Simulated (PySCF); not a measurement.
**Run report: AlB₃N₃H₇O₃, geometry relaxation (part 2 of 2)**

Continued. System: AlB₃N₃H₇O₃, SMILES [OH][Al]([OH])[O]B1NBNBN1. Method: PBE0-D3(BJ)/def2-SVP geometry optimisation, gas phase (PySCF 2.14.0). 

Geometry of the input (Å):
```
N  1.5453  0.3092  0.0735
B  2.1700  1.2708  -0.7640
N  1.3470  1.9920  -1.6867
B  -0.0012  1.8099  -1.7982
N  -0.6303  0.8480  -0.9470
B  0.1151  0.1000  0.0092
O  -0.4658  -0.7995  0.8412
Al -1.3680  -1.9679  1.5570
O  -1.4228  -2.1551  3.2311
O  -2.2719  -2.9802  0.5947
H  2.0536  -0.2021  0.7434
H  3.3402  1.4529  -0.6846
H  1.7832  2.6792  -2.2909
H  -0.6895  2.4220  -2.5601
H  -1.6230  0.6652  -0.9904
H  -1.0407  -1.7419  3.9862
H  -2.8508  -3.7027  0.7057
```

### Trajectory as extended XYZ, continued
```
17
Properties=species:S:1:pos:R:3:forces:R:3 step=9 energy=-19334.88367
N     1.6292    0.4102   -0.0013    0.0151  -0.0058   0.0130
B     2.2419    1.3262   -0.9000   -0.0476  -0.0008  -0.0133
N     1.3972    1.9903   -1.8413    0.0053   0.0047  -0.0051
B    -0.0106    1.7565   -1.9038   -0.0165  -0.0070   0.0030
N    -0.5701    0.8297   -0.9803    0.0287   0.0105  -0.0068
B     0.2194    0.1303   -0.0029   -0.0055   0.0120  -0.0247
O    -0.3262   -0.7425    0.8883    0.0237  -0.0057   0.0180
Al   -1.3763   -1.8764    1.5589    0.0008   0.0079  -0.0191
O    -1.4772   -2.1073    3.2342    0.0000  -0.0004  -0.0099
O    -2.3528   -2.8081    0.5373    0.0031   0.0036   0.0240
H     2.2050   -0.0709    0.6767   -0.0011  -0.0098   0.0139
H     3.4335    1.5371   -0.8690    0.0040  -0.0008   0.0024
H     1.8104    2.6459   -2.4905   -0.0046  -0.0071   0.0070
H    -0.7036    2.3279   -2.7157   -0.0013  -0.0028  -0.0006
H    -1.5630    0.6393   -1.0200   -0.0017   0.0030  -0.0046
H    -0.9627   -1.6249    3.8820    0.0008   0.0022   0.0107
H    -2.9513   -3.4787    0.8701   -0.0032  -0.0036  -0.0081
17
Properties=species:S:1:pos:R:3:forces:R:3 step=10 energy=-19334.88417
N     1.6386    0.4145   -0.0055   -0.0007   0.0055  -0.0002
B     2.2384    1.3287   -0.9146   -0.0123   0.0013  -0.0083
N     1.3853    1.9823   -1.8557   -0.0132  -0.0124   0.0114
B    -0.0214    1.7388   -1.9070   -0.0118   0.0021  -0.0072
N    -0.5692    0.8147   -0.9741    0.0257   0.0066  -0.0016
B     0.2304    0.1270    0.0035    0.0003   0.0046  -0.0166
O    -0.3031   -0.7428    0.9050    0.0136  -0.0019   0.0161
Al   -1.3680   -1.8662    1.5712    0.0083   0.0090  -0.0171
O    -1.4768   -2.0961    3.2456   -0.0054  -0.0061  -0.0018
O    -2.3482   -2.7867    0.5440   -0.0030   0.0002   0.0130
H     2.2212   -0.0583    0.6727   -0.0013  -0.0049   0.0076
H     3.4289    1.5470   -0.8921    0.0059   0.0008   0.0013
H     1.7909    2.6361   -2.5113   -0.0044  -0.0073   0.0071
H    -0.7237    2.3004   -2.7178   -0.0026  -0.0010  -0.0030
H    -1.5611    0.6183   -1.0067   -0.0001   0.0027  -0.0051
H    -0.9620   -1.6209    3.8986    0.0028   0.0041   0.0060
H    -2.9574   -3.4523    0.8668   -0.0018  -0.0033  -0.0017
17
Properties=species:S:1:pos:R:3:forces:R:3 step=11 energy=-19334.88456
N     1.6488    0.4203   -0.0099    0.0105  -0.0024   0.0115
B     2.2363    1.3316   -0.9294   -0.0258  -0.0065  -0.0002
N     1.3706    1.9711   -1.8685    0.0075   0.0244  -0.0266
B    -0.0349    1.7203   -1.9119    0.0250  -0.0158   0.0220
N    -0.5673    0.7992   -0.9678   -0.0245  -0.0069   0.0008
B     0.2429    0.1239    0.0098    0.0054   0.0057  -0.0139
O    -0.2779   -0.7426    0.9224    0.0040   0.0045   0.0092
Al   -1.3585   -1.8548    1.5830    0.0069   0.0026  -0.0102
O    -1.4762   -2.0851    3.2565   -0.0030  -0.0048   0.0043
O    -2.3445   -2.7634    0.5511   -0.0063  -0.0009   0.0038
H     2.2377   -0.0440    0.6688   -0.0015  -0.0017   0.0034
H     3.4256    1.5588   -0.9168   -0.0030   0.0015  -0.0019
H     1.7683    2.6228   -2.5308    0.0032   0.0042  -0.0048
H    -0.7461    2.2711   -2.7222    0.0026  -0.0026   0.0006
H    -1.5581    0.5958   -0.9928   -0.0038  -0.0032  -0.0004
H    -0.9598   -1.6175    3.9138    0.0015   0.0027   0.0001
H    -2.9639   -3.4229    0.8669    0.0013  -0.0011   0.0022
17
Properties=species:S:1:pos:R:3:forces:R:3 step=12 energy=-19334.88505
N     1.6569    0.4265   -0.0139   -0.0010   0.0044  -0.0001
B     2.2328    1.3343   -0.9443    0.0052   0.0007   0.0007
N     1.3596    1.9619   -1.8843   -0.0039  -0.0038   0.0030
B    -0.0440    1.6997   -1.9162   -0.0024   0.0019  -0.0049
N    -0.5672    0.7827   -0.9627    0.0032  -0.0033   0.0019
B     0.2533    0.1209    0.0156    0.0010  -0.0023  -0.0051
O    -0.2555   -0.7422    0.9385   -0.0034   0.0063   0.0062
Al   -1.3505   -1.8436    1.5951    0.0027  -0.0031  -0.0055
O    -1.4739   -2.0745    3.2683    0.0025  -0.0014   0.0014
O    -2.3459   -2.7400    0.5611   -0.0046   0.0016   0.0042
H     2.2523   -0.0289    0.6653   -0.0005   0.0014   0.0004
H     3.4207    1.5691   -0.9397   -0.0002   0.0009  -0.0003
H     1.7492    2.6110   -2.5539   -0.0005  -0.0006  -0.0002
H    -0.7633    2.2392   -2.7270   -0.0008  -0.0016  -0.0012
H    -1.5567    0.5727   -0.9821    0.0004  -0.0015  -0.0019
H    -0.9516   -1.6128    3.9252   -0.0001   0.0009   0.0011
H    -2.9735   -3.3915    0.8776    0.0024  -0.0005   0.0003
17
Properties=species:S:1:pos:R:3:forces:R:3 step=13 energy=-19334.88567
N     1.6679    0.4371   -0.0194   -0.0006   0.0034   0.0031
B     2.2281    1.3390   -0.9648    0.0029   0.0012   0.0002
N     1.3415    1.9459   -1.9061    0.0008  -0.0030   0.0037
B    -0.0593    1.6687   -1.9247   -0.0061   0.0014  -0.0056
N    -0.5666    0.7584   -0.9563    0.0056  -0.0024  -0.0003
B     0.2677    0.1176    0.0242    0.0062  -0.0068  -0.0032
O    -0.2238   -0.7400    0.9623   -0.0120   0.0113  -0.0004
Al   -1.3380   -1.8265    1.6131    0.0003  -0.0065   0.0031
O    -1.4658   -2.0606    3.2857    0.0070  -0.0004  -0.0011
O    -2.3486   -2.7026    0.5761   -0.0034   0.0056   0.0012
H     2.2721   -0.0040    0.6613    0.0003   0.0018   0.0004
H     3.4135    1.5860   -0.9719   -0.0004   0.0005   0.0004
H     1.7196    2.5906   -2.5865   -0.0008  -0.0006   0.0000
H    -0.7896    2.1904   -2.7373   -0.0008  -0.0016  -0.0008
H    -1.5540    0.5375   -0.9677    0.0003  -0.0023  -0.0011
H    -0.9344   -1.6092    3.9426   -0.0015  -0.0005   0.0012
H    -2.9874   -3.3436    0.8918    0.0022  -0.0011  -0.0008
17
Properties=species:S:1:pos:R:3:forces:R:3 step=14 energy=-19334.88666
N     1.6783    0.4522   -0.0233   -0.0031   0.0046   0.0072
B     2.2211    1.3464   -0.9859    0.0015   0.0019  -0.0020
N     1.3209    1.9267   -1.9310    0.0039  -0.0026   0.0053
B    -0.0761    1.6308   -1.9367   -0.0089  -0.0004  -0.0048
N    -0.5661    0.7299   -0.9506    0.0072  -0.0001  -0.0053
B     0.2826    0.1159    0.0346    0.0117  -0.0134  -0.0035
O    -0.1905   -0.7342    0.9895   -0.0167   0.0135  -0.0013
Al   -1.3234   -1.8063    1.6341   -0.0018  -0.0062   0.0104
O    -1.4504   -2.0515    3.3053    0.0111  -0.0012  -0.0035
O    -2.3550   -2.6530    0.5931   -0.0036   0.0109  -0.0042
H     2.2920    0.0295    0.6608    0.0008   0.0018   0.0003
H     3.4031    1.6086   -1.0045    0.0002   0.0000   0.0014
H     1.6865    2.5654   -2.6239   -0.0009  -0.0015   0.0010
H    -0.8179    2.1293   -2.7534   -0.0004  -0.0012  -0.0008
H    -1.5503    0.4948   -0.9544    0.0003  -0.0029   0.0000
H    -0.9072   -1.6158    3.9632   -0.0023  -0.0012   0.0009
H    -3.0049   -3.2842    0.9056    0.0011  -0.0019  -0.0010
17
Properties=species:S:1:pos:R:3:forces:R:3 step=15 energy=-19334.88702
N     1.6783    0.4554   -0.0197   -0.0040   0.0061   0.0072
B     2.2208    1.3483   -0.9837   -0.0033   0.0000  -0.0011
N     1.3207    1.9244   -1.9316    0.0060   0.0084  -0.0081
B    -0.0760    1.6268   -1.9404    0.0079  -0.0090   0.0112
N    -0.5648    0.7277   -0.9520   -0.0094  -0.0031  -0.0082
B     0.2830    0.1173    0.0361    0.0107  -0.0118  -0.0070
O    -0.1913   -0.7314    0.9916   -0.0117   0.0117   0.0055
Al   -1.3239   -1.8043    1.6351   -0.0039  -0.0046   0.0056
O    -1.4466   -2.0583    3.3053    0.0116  -0.0020  -0.0031
O    -2.3608   -2.6417    0.5919   -0.0060   0.0092  -0.0038
H     2.2916    0.0357    0.6665    0.0001   0.0015   0.0003
H     3.4022    1.6130   -1.0010   -0.0002   0.0005   0.0003
H     1.6866    2.5619   -2.6254    0.0024   0.0010  -0.0011
H    -0.8173    2.1215   -2.7599    0.0020  -0.0015   0.0006
H    -1.5484    0.4902   -0.9567   -0.0012  -0.0042   0.0017
H    -0.9004   -1.6279    3.9642   -0.0017  -0.0008   0.0013
H    -3.0109   -3.2739    0.9022    0.0008  -0.0015  -0.0012
```

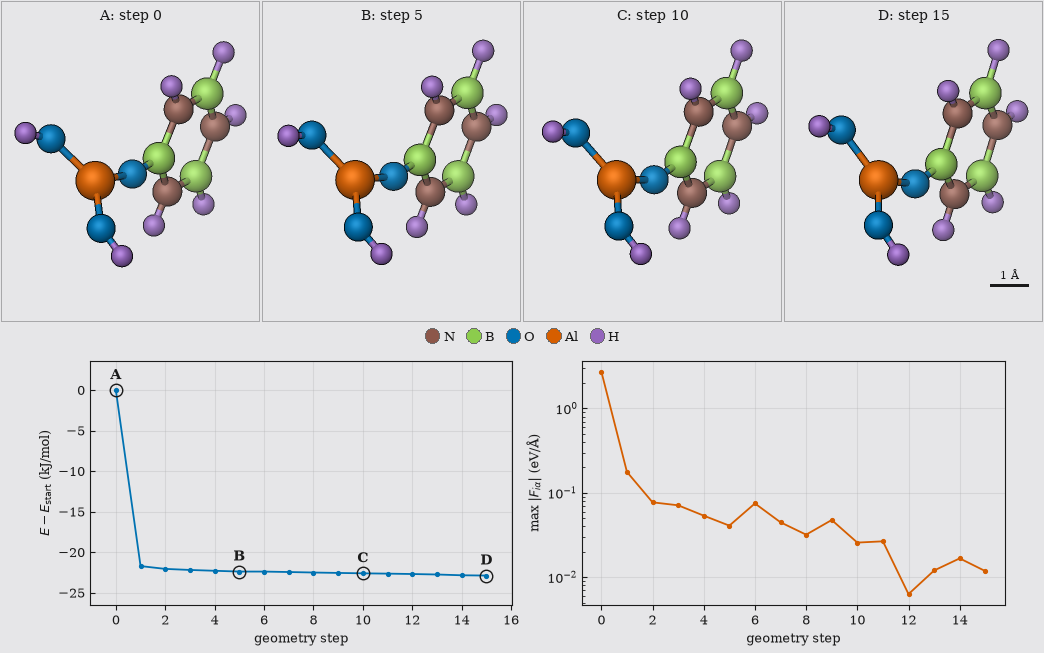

*Frames of the relaxation (ball-and-stick view, seen at a tilt) above the curves, on which the letters mark them (steps are counted from 0).*

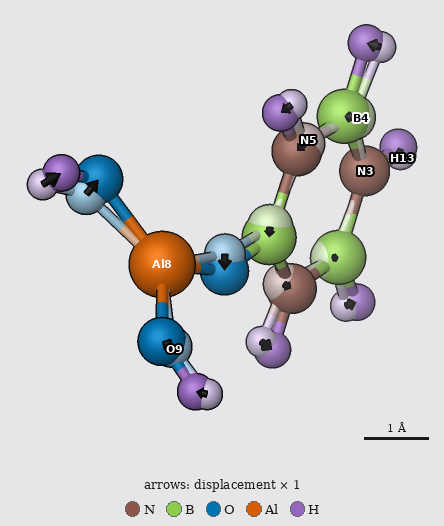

*Start (faint) and end (solid) with the displacements as black arrows, at true length (ball-and-stick view, seen at a tilt). The two geometries are laid on each other by the best rigid fit.*

After 15 geometry steps the energy has fallen by 22.9 kJ/mol. Largest force component: 2.7 eV/Å at the start, 0.012 eV/Å at the end. The largest move after the best rigid fit is that of H17, 0.36 Å. By element the largest moves are H 0.36 Å, O 0.31 Å, B 0.17 Å, N 0.16 Å, Al 0.03 Å. Distances before and after: N3–B4 1.365 → 1.428 Å, O7–Al8 1.641 → 1.688 Å, Al8–O10 1.664 → 1.693 Å, N1–H11 0.984 → 1.012 Å. Among the angles that change: Al8–O10–H17 137.7° → 122.8°, B6–O7–Al8 167.3° → 153.7°, Al8–O9–H16 137.3° → 124.7°. (Atoms are counted from 1 in the order of the input.)

### Summary

```tsv
quantity	value
outcome	converged
total energy	−710.543998 hartree
dipole moment	1.88 D
point group	C1
hardware	1 CPU thread, shared host
wall time	4.7 min
peak memory	1.1 GiB
```
